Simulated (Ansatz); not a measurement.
System: FH₅N₂Si.

The calculation's input:

```
crystal:
  periodic: [false, false, false]
  atoms:
    - { symbol: "N", position_ang: [-0.8185, 0.8818, -0.4076] }
    - { symbol: Si, position_ang: [0.3865, -0.1818, -0.3997] }
    - { symbol: "N", position_ang: [0.2653, -0.5821, 1.2102] }
    - { symbol: F, position_ang: [0.0504, -1.4419, -1.2558] }
    - { symbol: H, position_ang: [-0.9326, 1.3147, -1.369] }
    - { symbol: H, position_ang: [-0.6084, 1.7053, 0.1971] }
    - { symbol: H, position_ang: [1.6998, 0.4336, -0.7686] }
    - { symbol: H, position_ang: [-0.74325, -0.63467, 1.4251] }
    - { symbol: H, position_ang: [0.67421, 0.13503, 1.75943] }
basis:
  gaussian: { orbitals: def2-SVP }
hamiltonian:
  xc: pbe
  dispersion: d4
relax:
  f_tol: 0.015
  max_steps: 40
output:
  orbitals: {}
```

Launched as:

```sh
ansatz run input.yaml --threads 1 --pin off --max-ram 2048MiB --backend cpu --events-out ev --progress --plain --runs-dir out
```

The fields are those of the relaxed geometry.

Computed with RKS PBE-D4/def2-SVP in Ansatz.

Predict the electron density and electron localisation function between the atoms.

Answer. Si–F (1.65 Å): ρ is about 0.96 e/Å³ halfway; the ELF peaks at about 0.85 in the valence shell of F, 0.6 Å from its nucleus, and is about 0.45 at the midpoint.
Si–N (1.73 Å): ρ is about 1.1 e/Å³ halfway; the ELF peaks at about 0.90 between the atoms; a polar covalent bond.
N–H (1.02 Å): ρ at the midpoint is about 2.7 e/Å³; the ELF climbs to about 1 towards the hydrogen, as it does in any bond to H (a covalent bond by its length).

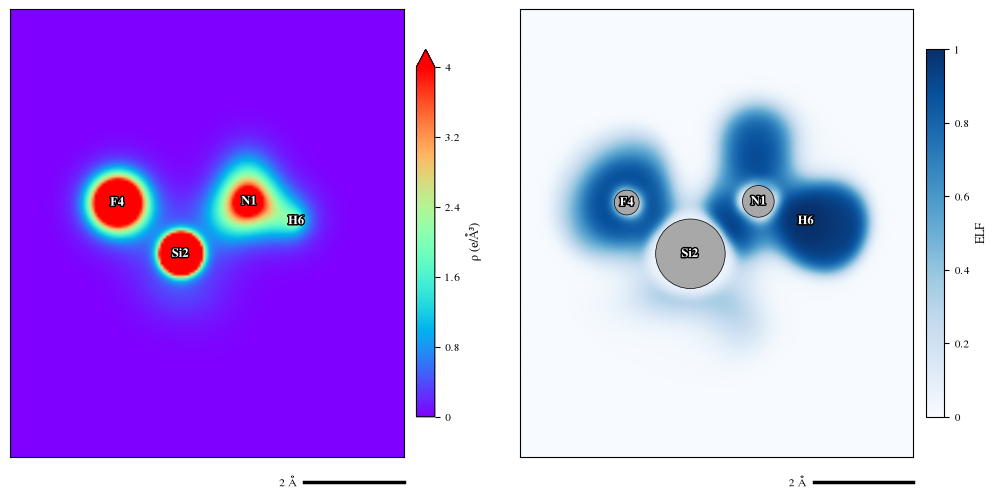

Computed electron density and electron localisation function on the plane of atoms Si2, N1 and H6, in this order. Grey discs cover the atomic cores in the ELF map. 
